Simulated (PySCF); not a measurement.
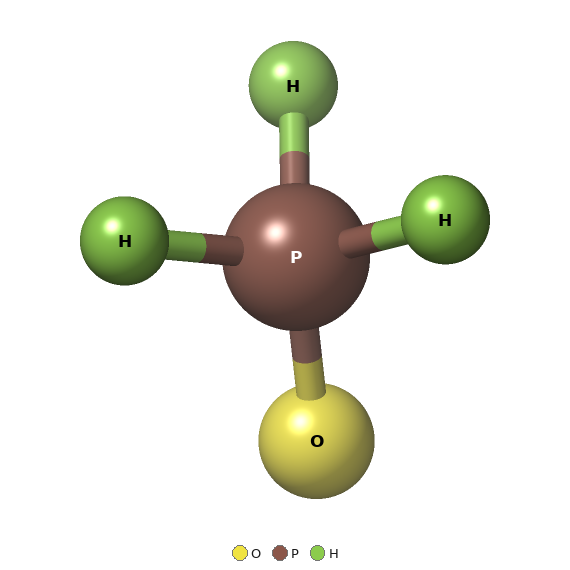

Every bond is drawn as one stick, whatever its order.

The computed structure is the end point of a GFN2-xTB optimisation. No frequency run is at hand to confirm it as a minimum.

Description:

It has 5 atoms: 3 hydrogen, 1 oxygen and 1 phosphorus (H3OP). Its SMILES string is `O=[PH3]`. This geometry has C3v symmetry. Coordination: 1 P tetrahedral.

More results for the same structure follow; atom numbers are the same in all pictures, views and colours differ.

### NMR shielding

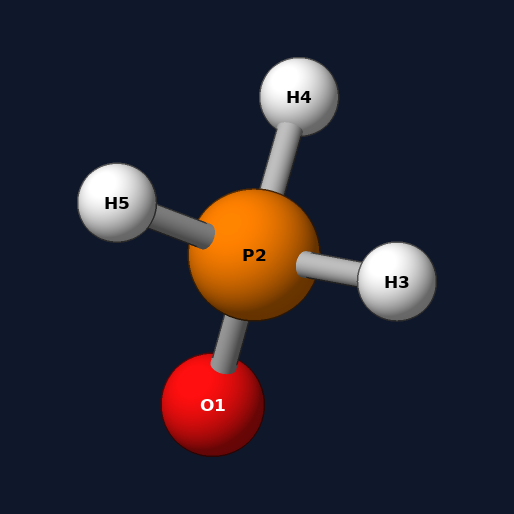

No frequency run is at hand to confirm it as a minimum. Properties computed with GIAO PBE0/pcSseg-1 NMR shielding, non-relativistic, gas phase (PySCF 2.14.0). Principal shieldings σ11 ≤ σ22 ≤ σ33, span Ω = σ33 − σ11, skew κ = 3(σiso − σ22)/Ω.

Give the shielding tensors of the O atoms.

```
atom    σ11    σ22    σ33   σiso      Ω      κ
  O1  127.8  406.0  406.2  313.3  278.3  −1.00
```

Shieldings and span in ppm.

### Charges

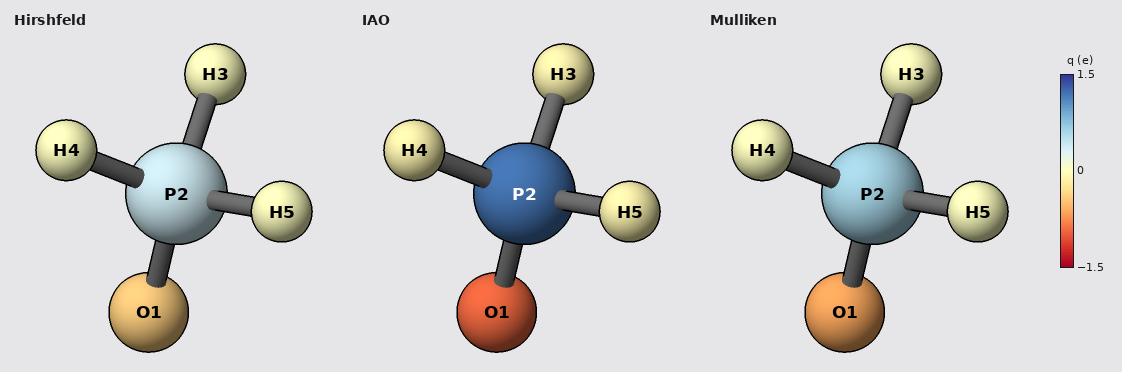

Atomic charges of one calculation by 3 schemes, on one colour scale. No frequency run is at hand to confirm it as a minimum. Level of theory: PBE0/pcSseg-1 (PySCF 2.14.0).

Question: Which scheme gives the most polar picture (largest mean size of the charges)?

Answer: The IAO charges are the largest in size here, and the Hirshfeld charges the smallest.

List the charges (e), one line for each set of equivalent atoms.

```
      atom  Hirshfeld    IAO  Mulliken
        O1      −0.41  −0.91     −0.62
        P2       0.40   1.19      0.62
H3, H4, H5       0.00  −0.09      0.00
```

### Electronic properties

No frequency run is at hand to confirm it as a minimum. Level of theory: PBE0/def2-SVPD, gas phase (PySCF 2.14.0). Excitations: vertical, linear response.

Question: Give the dipole moment at this level.

Answer: 3.77 D.

Question: Estimate the lowest vertical singlet excitation.

Answer: 6.74 eV.

Question: Give the HOMO–LUMO gap at this level.

Answer: 8.53 eV.

Question: Give the mean static polarisability at this level.

Answer: 28.3 bohr³.

### Bond orders

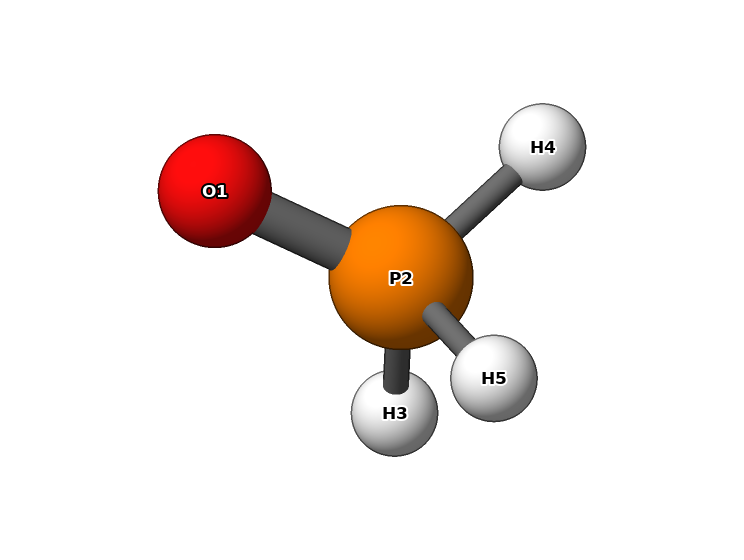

The thickness of each stick grows with its Mayer bond order. No frequency run is at hand to confirm it as a minimum. Method: PBE0/pcSseg-1 (PySCF 2.14.0).

List the Mayer bond orders of O1–P2, P2–H3 (one bond of each equivalent set).

```json
{"bond": "O1–P2", "Mayer order": "1.79", "length (Å)": "1.453"}
{"bond": "P2–H3", "Mayer order": "0.87", "length (Å)": "1.387"}
```

Mulliken values depend strongly on the basis set and can even reverse the polarity of a bond. The geometry is semi-empirical. Around P such bond lengths and angles can be off by a tenth of an ångström or more and by several degrees, and values that hang on the shape move with them.
